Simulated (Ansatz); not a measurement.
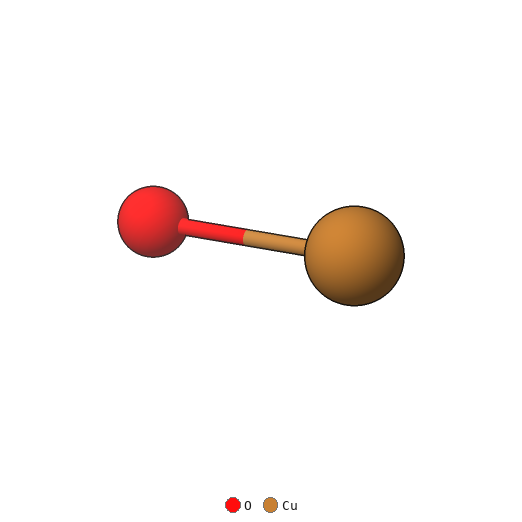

Starting geometry of the run.

Input file:

```yaml
crystal:
  periodic: [false, false, false]
  atoms:
    - {symbol: O, position_ang: [0.750140, -0.248590, 0.384903]}
    - {symbol: Cu, position_ang: [-0.750140, 0.248590, -0.384903]}
basis:
  gaussian: {orbitals: 6-31G}
total_charge: 1
hamiltonian: {xc: {name: PBE}}
```

Command:

```sh
ansatz run in.yaml --threads 2 --pin off --events-out ev --progress --plain --max-ram 32768MiB --backend cpu
```

What the program printed:

```
Functional definition: PBE
  name "PBE"
  cite "Perdew, Burke & Ernzerhof, Phys. Rev. Lett. 77, 3865 (1996) doi:10.1103/PhysRevLett.77.3865"
  parent pbe
  parameter kappa = 0.804
  parameter beta = 0.06672455060314922
  exchange = pbe_x(kappa = kappa, mu = beta*pi^2/3)
  correlation = pbe_c(beta = beta)
448 factors; their error is unknown
mean field evaluation 1: about -46638.1116 eV, gradient 1.3e2 eV
mean field evaluation 2: about -45841.5595 eV, gradient 4.0e2 eV
mean field evaluation 4: about -46639.9858 eV, gradient 8.9e1 eV
mean field evaluation 8: about -46655.1850 eV, gradient 3.4e1 eV
mean field evaluation 16: about -46657.1597 eV, gradient 3.6e0 eV
mean field evaluation 32: about -46657.1717 eV, gradient 1.2e-5 eV
mean field evaluation 64: about -46657.1740 eV, gradient 1.2e-2 eV
mean field evaluation 96: about -46655.7433 eV, gradient 2.9e1 eV
mean field -46657.17170719 eV, -1714.6194348723 hartree, gradient 2.0e-5 eV, S^2 0.000000; 8 other end points of the search recorded, 0 dependent functions left out
reference -46657.17175018 eV, -1714.6194364523 hartree; 18, 18 occupied and 20, 20 virtual orbitals, 448 factors
Total energy: -46657.17175018 eV, -1714.6194364523 hartree
```

The run converged.
